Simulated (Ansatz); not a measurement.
Si11AsH22: single-point calculation

Si11AsH22 (Si12H22 bond rod), multiplicity 2, computed with UKS PBE0-D4/def2-TZVP (Ansatz 0.2.0).

The geometry comes from this level: r2SCAN-D4/def2-SVP. Figures and captions count atoms from 1; the log counts them from 0 in places.

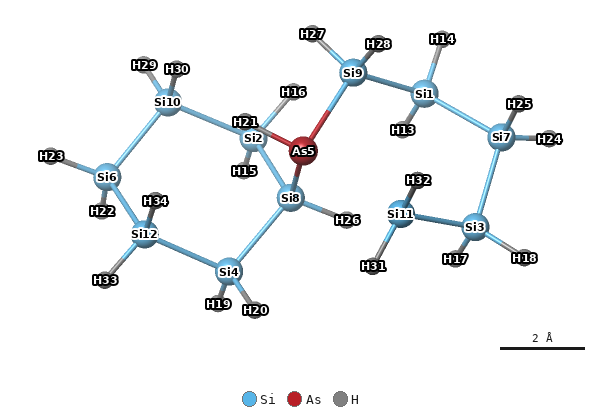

**Figure 1.** The input geometry (ball-and-stick view, seen at a tilt; atoms are numbered from 1 in the order of the input). Bond lengths as drawn: As–H 1.56 Å, As–Si 2.38 Å, H–Si 1.50 Å and Si–Si 2.34 to 2.35 Å.

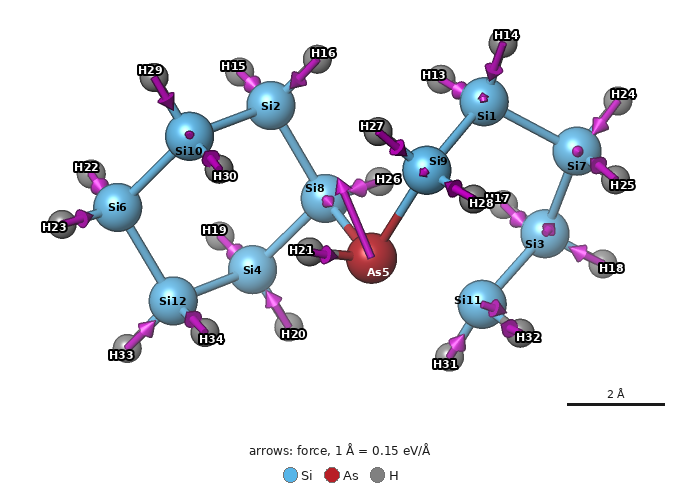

**Figure 2.** Forces on the atoms as pink arrows (ball-and-stick view, seen at a tilt; atoms are numbered from 1 in the order of the input); the smallest are left out. The largest act on As5 (0.27 eV/Å); H13, H25 (0.16 eV/Å); H14, H17, H19, H20, H24 (0.15 eV/Å); H16, H27, H28, H33, H34 (0.14 eV/Å), among others. The geometry is not a stationary point of this energy.

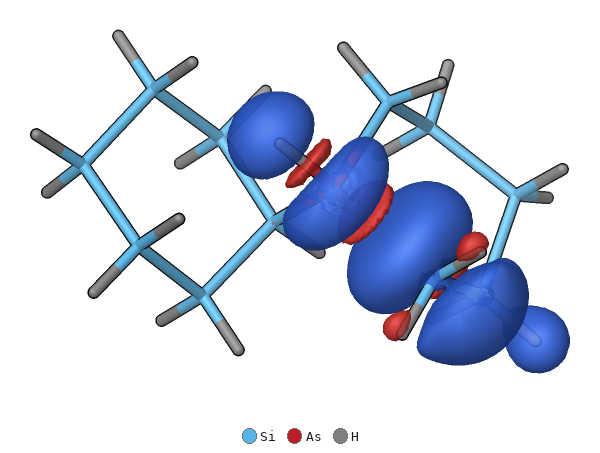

**Figure 3.** Isosurfaces of the spin density (α minus β) at +0.008 (blue) and −0.008 e/Å³ (red), seen at a tilt. The unpaired spin (1 electron) lies mostly on Si11 (about 0.5), As5 (about 0.2), H21 (about 0.1) and Si3 (about 0.1), in electrons by Hirshfeld's partition.

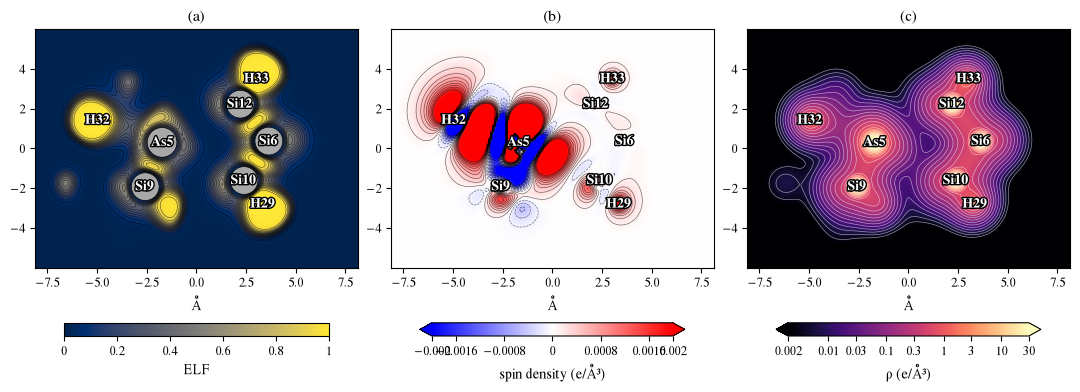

**Figure 4.** (a) ELF; (b) spin density; (c) electron density on the plane of atoms Si6, Si12 and H33. Grey discs, where drawn, cover atomic cores. The section cuts through As, Si and H sites. Si–Si (2.35 Å): ρ is about 0.61 e/Å³ halfway; the ELF peaks at about 1 between the atoms (a covalent bond). Si–H (1.50 Å): ρ at the midpoint is about 0.78 e/Å³; the ELF climbs to about 1 towards the hydrogen, as it does in any bond to H. The unpaired spin (1 electron) lies mostly on Si11 (about 0.5), As5 (about 0.2), H21 (about 0.1) and Si3 (about 0.1), in electrons by Hirshfeld's partition.

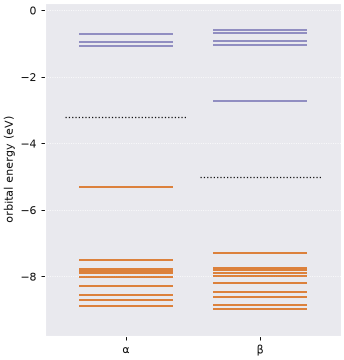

**Figure 5.** Orbital energies near the frontier for α and β spins; the dotted line parts filled from empty levels, and levels within 0.02 eV of each other stand side by side. α: highest filled −5.31 eV, lowest empty −1.09 eV, 4.22 eV apart; β: highest filled −7.30 eV, lowest empty −2.74 eV, 4.56 eV apart.

These pictures come from the run below.

## Input
```yaml
crystal:
  periodic: [false, false, false]
  atoms:
    - {symbol: Si, position_ang: [-1.884781, 0.705138, -2.818685]}
    - {symbol: Si, position_ang: [-1.902432, 0.495937, 1.623335]}
    - {symbol: Si, position_ang: [0.332784, -2.245917, -3.819516]}
    - {symbol: Si, position_ang: [1.080315, -1.889633, 2.208782]}
    - {symbol: As, position_ang: [1.378940, 0.716706, -0.501254]}
    - {symbol: Si, position_ang: [0.262879, 0.814781, 4.759877]}
    - {symbol: Si, position_ang: [-1.064787, -0.545126, -4.632596]}
    - {symbol: Si, position_ang: [-0.170328, -0.720308, 0.599383]}
    - {symbol: Si, position_ang: [-0.211319, 1.974971, -1.755527]}
    - {symbol: Si, position_ang: [-0.980885, 2.013495, 3.165282]}
    - {symbol: Si, position_ang: [2.015462, -1.147959, -2.626903]}
    - {symbol: Si, position_ang: [2.018961, -0.338614, 3.705748]}
    - {symbol: H, position_ang: [-2.546679, -0.210743, -1.836282]}
    - {symbol: H, position_ang: [-2.917781, 1.683984, -3.296171]}
    - {symbol: H, position_ang: [-2.798978, -0.451840, 2.361527]}
    - {symbol: H, position_ang: [-2.723206, 1.215774, 0.598046]}
    - {symbol: H, position_ang: [-0.456504, -3.100991, -2.876136]}
    - {symbol: H, position_ang: [0.813847, -3.117657, -4.943513]}
    - {symbol: H, position_ang: [0.186012, -2.819159, 2.973336]}
    - {symbol: H, position_ang: [2.140262, -2.698564, 1.525054]}
    - {symbol: H, position_ang: [1.426040, 1.730036, 0.689177]}
    - {symbol: H, position_ang: [-0.641237, -0.190865, 5.405032]}
    - {symbol: H, position_ang: [0.782910, 1.730828, 5.824408]}
    - {symbol: H, position_ang: [-2.214793, -1.091679, -5.423925]}
    - {symbol: H, position_ang: [-0.274116, 0.367115, -5.522019]}
    - {symbol: H, position_ang: [-0.694724, -1.666591, -0.437705]}
    - {symbol: H, position_ang: [-0.842813, 2.972897, -0.835073]}
    - {symbol: H, position_ang: [0.555404, 2.728991, -2.797948]}
    - {symbol: H, position_ang: [-2.078201, 2.782976, 3.834674]}
    - {symbol: H, position_ang: [-0.091133, 2.985752, 2.456900]}
    - {symbol: H, position_ang: [2.940891, -2.050037, -1.872096]}
    - {symbol: H, position_ang: [2.811134, -0.233810, -3.505948]}
    - {symbol: H, position_ang: [2.871271, -1.039685, 4.719178]}
    - {symbol: H, position_ang: [2.880186, 0.628195, 2.953057]}
basis:
  gaussian: {orbitals: def2-TZVP, fitting: {mean_field: def2-universal-jkfit}, initial_orbitals: start.molden}
magnetization: {spin_polarized: true, initial_magnetization: 1}
hamiltonian: {xc: pbe0, dispersion: d4}
scf: {omitted_lower_state_checks: [starts]}
output: {forces: true, orbitals: {seedname: orbitals}}
```

Command:
```bash
ansatz run in.yaml --threads 2 --pin off --events-out ev --progress --plain --max-ram 22528MiB --backend cuda --devices 0, --max-vram 18GiB
```

## Log
```
Functional definition: PBE0
  name "PBE0"
  cite "Adamo & Barone, J. Chem. Phys. 110, 6158 (1999) doi:10.1063/1.478522"
  cite "Perdew, Burke & Ernzerhof, Phys. Rev. Lett. 77, 3865 (1996) doi:10.1103/PhysRevLett.77.3865"
  parent pbe
  parameter a = 0.25
  parameter kappa = 0.804
  parameter beta = 0.06672455060314922
  exchange = (1 - a)*pbe_x(kappa = kappa, mu = beta*pi^2/3) + a*exact_x
  correlation = pbe_c(beta = beta)
these checks for a lower state are left out or cut short: starts
2070 factors; integrals over basis functions are off by at most 6.0e-1 eV
mean field evaluation 1: about -147806.4995 eV, gradient 1.6e2 eV
mean field evaluation 2: about -147812.3174 eV, gradient 7.0e0 eV
mean field evaluation 4: about -147812.5276 eV, gradient 2.2e-1 eV
mean field evaluation 8: about -147812.5285 eV, gradient 8.6e-6 eV
mean field -147812.52847437 eV, -5432.0102305027 hartree, gradient 8.6e-6 eV, S^2 0.758880; 0 other end points of the search recorded, 0 dependent functions left out
the calculation of the forces begins
reference -147812.52854573 eV, -5432.0102331252 hartree; 105, 104 occupied and 482, 483 virtual orbitals, 2070 factors
Total energy: -147814.05836283 eV, -5432.0664528665 hartree
Atom 0 at    -1.884781     0.705138    -2.818685 Å, force    -0.031364    -0.001180     0.006677 eV/Å
Atom 1 at    -1.902432     0.495937     1.623335 Å, force     0.011394     0.005089    -0.008877 eV/Å
Atom 2 at     0.332784    -2.245917    -3.819516 Å, force    -0.038895    -0.031884    -0.027649 eV/Å
Atom 3 at     1.080315    -1.889633     2.208782 Å, force    -0.005163    -0.008572     0.003238 eV/Å
Atom 4 at     1.378940     0.716706    -0.501254 Å, force    -0.246740     0.061993     0.102080 eV/Å
Atom 5 at     0.262879     0.814781     4.759877 Å, force     0.003679     0.008930    -0.003439 eV/Å
Atom 6 at    -1.064787    -0.545126    -4.632596 Å, force     0.008327     0.029541    -0.009090 eV/Å
Atom 7 at    -0.170328    -0.720308     0.599383 Å, force     0.030534     0.025298    -0.027012 eV/Å
Atom 8 at    -0.211319     1.974971    -1.755527 Å, force     0.019894     0.007710     0.023863 eV/Å
Atom 9 at    -0.980885     2.013495     3.165282 Å, force    -0.018117    -0.013767     0.001221 eV/Å
Atom 10 at     2.015462    -1.147959    -2.626903 Å, force     0.017427    -0.056534    -0.073958 eV/Å
Atom 11 at     2.018961    -0.338614     3.705748 Å, force     0.003583    -0.016078    -0.001156 eV/Å
Atom 12 at    -2.546679    -0.210743    -1.836282 Å, force     0.073320     0.099387    -0.096610 eV/Å
Atom 13 at    -2.917781     1.683984    -3.296171 Å, force     0.102758    -0.096019     0.051865 eV/Å
Atom 14 at    -2.798978    -0.451840     2.361527 Å, force     0.079595     0.084701    -0.071388 eV/Å
Atom 15 at    -2.723206     1.215774     0.598046 Å, force     0.079864    -0.074507     0.094047 eV/Å
Atom 16 at    -0.456504    -3.100991    -2.876136 Å, force     0.088859     0.085983    -0.078843 eV/Å
Atom 17 at     0.813847    -3.117657    -4.943513 Å, force    -0.041519     0.072203     0.102331 eV/Å
Atom 18 at     0.186012    -2.819159     2.973336 Å, force     0.094192     0.089367    -0.079051 eV/Å
Atom 19 at     2.140262    -2.698564     1.525054 Å, force    -0.104394     0.080232     0.065442 eV/Å
Atom 20 at     1.426040     1.730036     0.689177 Å, force     0.004139    -0.073407    -0.084080 eV/Å
Atom 21 at    -0.641237    -0.190865     5.405032 Å, force     0.082820     0.092927    -0.051587 eV/Å
Atom 22 at     0.782910     1.730828     5.824408 Å, force    -0.044273    -0.082471    -0.091191 eV/Å
Atom 23 at    -2.214793    -1.091679    -5.423925 Å, force     0.118728     0.052873     0.075437 eV/Å
Atom 24 at    -0.274116     0.367115    -5.522019 Å, force    -0.087078    -0.093172     0.088680 eV/Å
Atom 25 at    -0.694724    -1.666591    -0.437705 Å, force     0.048803     0.091780     0.088380 eV/Å
Atom 26 at    -0.842813     2.972897    -0.835073 Å, force     0.061109    -0.096030    -0.082905 eV/Å
Atom 27 at     0.555404     2.728991    -2.797948 Å, force    -0.067813    -0.070282     0.099321 eV/Å
Atom 28 at    -2.078201     2.782976     3.834674 Å, force     0.095263    -0.062988    -0.056424 eV/Å
Atom 29 at    -0.091133     2.985752     2.456900 Å, force    -0.074961    -0.085213     0.052995 eV/Å
Atom 30 at     2.940891    -2.050037    -1.872096 Å, force    -0.060953     0.069031    -0.053010 eV/Å
Atom 31 at     2.811134    -0.233810    -3.505948 Å, force    -0.043342    -0.073411     0.069031 eV/Å
Atom 32 at     2.871271    -1.039685     4.719178 Å, force    -0.075665     0.069790    -0.095940 eV/Å
Atom 33 at     2.880186     0.628195     2.953057 Å, force    -0.084010    -0.091322     0.067603 eV/Å
Dipole moment:    -0.070013     0.053206     0.137172 e Å
Checks for a lower state left out: starts
```

## Summary

```tsv
quantity	value
outcome	converged
total energy	−147814.0584 eV
mean-field energy	−147812.5285 eV
dispersion energy	−1.5298 eV
⟨S²⟩	0.759
SCF solution under orbital rotations	stable
HOMO (either spin)	−5.31 eV
LUMO (either spin)	−2.74 eV
largest force (length of the vector)	0.274 eV/Å
dipole moment	0.78 D
hardware	2 CPU threads, shared host
wall time	13 s (CPU time 15 s)
peak memory	1.5 GiB
```
